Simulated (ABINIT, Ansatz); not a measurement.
**A GW chain in ABINIT: MgO2 (R-3m)**

How does a plane-wave GW calculation on MgO2 (R-3m) run from the first input to the gap?

Program: ABINIT 10.8.3. Level of theory: LDA and many-body steps on it, plane waves. Results are calculated unless marked as measured.

## 1. The structure

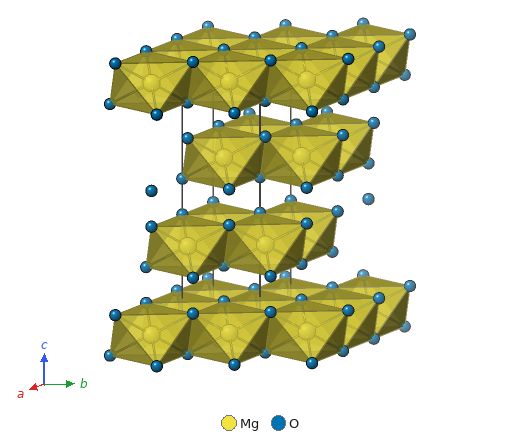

Start, viewed slightly off an axis; magnesium yellow, oxygen blue. 2×2×1 cells are drawn. This picture shows the conventional cell, with its axes. Bonds to atoms that aren't drawn are left out. Some periodic images of atoms are drawn too.

The cell and positions are those that the Materials Project relaxed with its own functionals (PBE, PBE+U or r2SCAN), kept fixed.

## 2. Ground state

This step: ABINIT 10.8.3; DFT, LDA, plane waves, norm-conserving pseudopotentials.

The ground-state density comes first.

The input, run.abi:

```
acell 3*1.0 Angstrom
rprim 
  1.604761016024 0.926509204586 3.493978874900
  -1.604761016024 0.926509204586 3.493978874900
  0.000000000000 -1.853018409173 3.493978874900
ntypat 2
znucl 12 8
natom 3
typat 1 2 2
xred 
  0.000000000000 0.000000000000 0.000000000000
  0.428786000000 0.428786000000 0.428786000000
  0.571214000000 0.571214000000 0.571214000000
pp_dirpath "pseudos"
pseudos "Mg.upf, O.upf"
ecut 38
ngkpt 8 8 8
nshiftk 1
shiftk 0 0 0
kptopt 1
chksymbreak 0
nband 16
occopt 1
tolvrs 1e-10
nstep 60
prtwf 0
optforces 0
optstress 0
indata_prefix "in"
outdata_prefix "out"
tmpdata_prefix "tmp"
```

Started as:

```bash
OMP_NUM_THREADS=1 mpirun -n 4 abinit run.abi > log
```

Numbers of over 12 decimals in the logs are rounded to 6 here.

The program printed:

```text
.Version 10.8.3 of ABINIT. v10.8.2 released Aug 2026.

 Symmetries : space group R-3 m (#166); Bravais hR (rhombohedral)
================================================================================
 Values of the parameters that define the memory need of the present run
     intxc =       0    ionmov =       0      iscf =       7    lmnmax =       5
     lnmax =       5     mgfft =      45  mpssoang =       3    mqgrid =    3001
     natom =       3  nloc_mem =       1    nspden =       1   nspinor =       1
    nsppol =       1      nsym =      12    n1xccc =    2501    ntypat =       2
    occopt =       1   xclevel =       1
-    mband =          16        mffmem =           1         mkmem =          17
       mpw =        2382          nfft =       91125          nkpt =          65
================================================================================
  Rough estimation (10% accuracy) of disk space for files :
================================================================================

--------------------------------------------------------------------------------
------------- Echo of variables that govern the present computation ------------
--------------------------------------------------------------------------------
 -outvars: echo values of preprocessed input variables --------
            acell      1.8897261259E+00  1.8897261259E+00  1.8897261259E+00 Bohr

      chksymbreak           0
             ecut      3.80000000E+01 Hartree
-          fftalg         312

              ixc       -1012
              kpt      0.00000000E+00  0.00000000E+00  0.00000000E+00
                       1.25000000E-01  0.00000000E+00  0.00000000E+00
                       2.50000000E-01  0.00000000E+00  0.00000000E+00
                       3.75000000E-01  0.00000000E+00  0.00000000E+00
                       5.00000000E-01  0.00000000E+00  0.00000000E+00
                       1.25000000E-01  1.25000000E-01  0.00000000E+00
                       2.50000000E-01  1.25000000E-01  0.00000000E+00
                       3.75000000E-01  1.25000000E-01  0.00000000E+00
                       5.00000000E-01  1.25000000E-01  0.00000000E+00
   [... 39 further rows ...]
                       5.00000000E-01  2.50000000E-01  2.50000000E-01
                      -3.75000000E-01  2.50000000E-01  2.50000000E-01
                       outvar_i_n : Printing only first  50 k-points.
         kptrlatt        8    0    0      0    8    0      0    0    8
          kptrlen      4.85209411E+01
P           mkmem          17
            natom           3
            nband          16
            ngfft          45      45      45
             nkpt          65
            nstep          60
             nsym          12
           ntypat           2
              occ      2.000000  2.000000  2.000000  2.000000  2.000000  2.000000
                       2.000000  2.000000  2.000000  2.000000  2.000000  0.000000
                       0.000000  0.000000  0.000000  0.000000
        optforces           0
        optstress           0
            prtwf           0
            rprim      1.6047610160E+00  9.2650920459E-01  3.4939788749E+00
[...]
spgroup         166

           tolvrs      1.00000000E-10

             xred      0.0000000000E+00  0.0000000000E+00  0.0000000000E+00
[...]
znucl       12.00000    8.00000

================================================================================

 chkinp: Checking input parameters for consistency.

================================================================================
== DATASET  1 ==================================================================
-   mpi_nproc: 4, omp_nthreads: 1 (-1 if OMP is not activated)

--- !DatasetInfo
iteration_state: {dtset: 1, }
dimensions: {natom: 3, nkpt: 65, mband: 16, nsppol: 1, nspinor: 1, nspden: 1, mpw: 2382, }
cutoff_energies: {ecut:  38.0, pawecutdg:  -1.0, }
electrons: {nelect:   2.20000000E+01, charge:   0.00000000E+00, occopt:   1.00000000E+00, tsmear:   1.00000000E-02, }

 Real(R)+Recip(G) space primitive vectors, cartesian coordinates (Bohr,Bohr^-1):
 R(1)=  3.0325588  1.7508486  6.6026632  G(1)=  0.1648773  0.0951919  0.0504847
 R(2)= -3.0325588  1.7508486  6.6026632  G(2)= -0.1648773  0.0951919  0.0504847
 R(3)=  0.0000000 -3.5016973  6.6026632  G(3)=  0.0000000 -0.1903839  0.0504847
 Unit cell volume ucvol=  2.1034308E+02 bohr^3
 Angles (23,13,12)=  4.78776427E+01  4.78776427E+01  4.78776427E+01 degrees

 getcut: wavevector=  0.0000  0.0000  0.0000  ngfft=  45  45  45
         ecut(hartree)=     38.000   => boxcut(ratio)=   2.12191

--- Pseudopotential description ------------------------------------------------
- Mg Generated using ONCVPSP code by D. R. Hamann
- 12.00000  10.00000  180309                  znucl, zion, pspdat
12 -1012 1 -1 1510                            pspcod,pspxc,lmax,lloc,mmax
     nproj     2     2     0
  pspatm : epsatm=    9.23542517
         --- l  ekb(1:nproj) -->
[...]
pspatm: atomic psp has been read  and splines computed

- O Generated using ONCVPSP code by D. R. Hamann
-  8.00000   6.00000  201201                  znucl, zion, pspdat
12 -1012 2 -1 926                             pspcod,pspxc,lmax,lloc,mmax
     nproj     2     2     1
  pspatm : epsatm=    6.27558587
         --- l  ekb(1:nproj) -->
[...]
2   -1.033686
 pspatm: atomic psp has been read  and splines computed

   4.79305132E+02                                ecore*ucvol(ha*bohr**3)
--------------------------------------------------------------------------------

_setup2: Arith. and geom. avg. npw (full set) are    2353.236    2353.224

================================================================================

--- !BeginCycle
iteration_state: {dtset: 1, }
solver: {iscf: 7, nstep: 60, nline: 4, wfoptalg: 0, }
tolerances: {tolvrs: 1.00E-10, }

     iter   Etot(hartree)      deltaE(h)  residm     vres2
 ETOT  1  -92.222117384839    -9.222E+01 8.593E-02 3.480E+02
 ETOT  2  -92.283783107031    -6.167E-02 2.855E-02 2.002E+02
 ETOT  3  -92.317270252871    -3.349E-02 2.877E-03 4.824E+00
 ETOT  4  -92.317839424340    -5.692E-04 2.753E-03 1.639E-01
 ETOT  5  -92.317857684701    -1.826E-05 4.834E-04 2.437E-03
 ETOT  6  -92.317857843094    -1.584E-07 4.967E-04 1.595E-04
 ETOT  7  -92.317857853622    -1.053E-08 2.435E-04 2.828E-06
 ETOT  8  -92.317857853805    -1.829E-10 2.530E-04 4.721E-08
 ETOT  9  -92.317857853816    -1.077E-11 2.098E-04 5.003E-10
 ETOT 10  -92.317857853816     4.974E-13 1.894E-04 1.075E-11

 At SCF step   10       vres2   =  1.07E-11 < tolvrs=  1.00E-10 =>converged.

--- !ResultsGS
iteration_state: {dtset: 1, }
comment   : Summary of ground state results
lattice_vectors:
- [  3.0325588,   1.7508486,   6.6026632, ]
- [ -3.0325588,   1.7508486,   6.6026632, ]
- [  0.0000000,  -3.5016973,   6.6026632, ]
lattice_lengths: [   7.47376,    7.47376,    7.47376, ]
lattice_angles: [ 47.878,  47.878,  47.878, ] # degrees, (23, 13, 12)
lattice_volume:   2.1034308E+02
convergence: {deltae:  4.974E-13, res2:  1.075E-11, residm:  1.894E-04, diffor:  0.000E+00, }
etotal    :  -9.23178579E+01
entropy   :   0.00000000E+00
fermie    :   1.16851079E-01
cartesian_stress_tensor: null
pressure_GPa: null
xred      :
- [  0.0000E+00,   0.0000E+00,   0.0000E+00, Mg]
- [  4.2879E-01,   4.2879E-01,   4.2879E-01,  O]
- [  5.7121E-01,   5.7121E-01,   5.7121E-01,  O]
cartesian_forces: null
force_length_stats: {min: null, max: null, mean: null, }

 Integrated electronic density in atomic spheres:
 ------------------------------------------------
 Atom  Sphere_radius  Integrated_density
[...]
2        2.00000          6.27512381
    3        2.00000          6.27512381
================================================================================

 ----iterations are completed or convergence reached----

 Mean square residual over all n,k,spin=   48.935E-08; max=  18.942E-05
 reduced coordinates (array xred) for    3 atoms
       0.000000000000      0.000000000000      0.000000000000
       0.428786000000      0.428786000000      0.428786000000
       0.571214000000      0.571214000000      0.571214000000
 rms dE/dt=  0.0000E+00; max dE/dt=  0.0000E+00; dE/dt below (all hartree)
    1       0.000000000000      0.000000000000      0.000000000000
    2       0.000000000000      0.000000000000      0.000000000000
    3       0.000000000000      0.000000000000      0.000000000000

 cartesian coordinates (angstrom) at end:
    1      0.000000     0.000000     0.000000
    2     -0.000000    -4.3e-13     4.494508
    3     -0.000000    -5.7e-13     5.987429
 length scales=  1.889726125908  1.889726125908  1.889726125908 bohr
              =  1.000000000000  1.000000000000  1.000000000000 angstroms
 prteigrs : about to open file out_EIG
 Fermi (or HOMO) energy (hartree) =   0.11685   Average Vxc (hartree)=  -0.40576
 Eigenvalues (hartree) for nkpt=  65  k points:
 kpt#   1, nband= 16, wtk=  0.00195, kpt=  0.0000  0.0000  0.0000 (reduced coord)
  -2.55598   -1.35956   -1.35854   -1.35854   -0.65640   -0.40422   -0.16901   -0.00504
  -0.00504    0.08739    0.08739    0.27803    0.28643    0.55165    0.61875    0.65385
 prteigrs : prtvol=0 or 1, do not print more k-points.

--- !EnergyTerms
iteration_state     : {dtset: 1, }
comment             : Components of total free energy in Hartree
kinetic             :  5.57990396859235E+01
hartree             :  2.75969483393847E+01
xc                  : -1.59221891449993E+01
Ewald energy        : -5.49527945355433E+01
psp_core            :  2.27868266232706E+00
local_psp           : -8.37284439094025E+01
non_local_psp       : -2.33891009515059E+01
total_energy        : -9.23178578538157E+01
total_energy_eV     : -2.51209688746175E+03
band_energy         : -1.55282156070471E+01

== END DATASET(S) ==============================================================
================================================================================

 -outvars: echo values of variables after computation  --------
           etotal     -9.2317857854E+01
            nband          16
             nkpt          65
          spgroup         166
 [... the other variables as echoed above ...]

 Calculation completed.
```

Elapsed: 38 s, on 4 MPI ranks of Intel Xeon Platinum 8223CL at 3.00GHz (Skylake/Cascade Lake), shared host; peak memory 0.4 GiB.

This step gave:

```
total energy               : -2512.0969 eV
gap                        : 2.137 eV
k of the valence top       : 0.5, 0.5, 0.5
k of the conduction bottom : 0.5, 0.5, 0.5
least direct gap           : 2.137 eV
```

The gap is direct, at (0.500, 0.500, 0.500).

(Continued in part 2 of 3.)

[Paths, hosts, dates, memory and timing lines, banners, echoed tables and standing remarks are left out of the program output.]

[Logs are printed without paths, hosts, clocks, repeated set-up lines and the standing remarks that a program may print on its own settings, such as how far it seeks lower states.]

[Runs of the session that timed out or met a known fault of the program may be left out.]

[Hosts, paths, dates, database ids (printed as entryN), source tags and the programs' standing remarks are cut or masked in the printed files.]

[G0W0 gaps are taken among the corrected bands and points alone; a level outside them can change the order at an edge.]

[Where Ansatz stands beside ABINIT at settings called matched, ABINIT's density can come from a denser mesh and the files from another edition; pairs whose starting gaps differed by over 0.03 eV were left out, so agreement reads better than it is.]
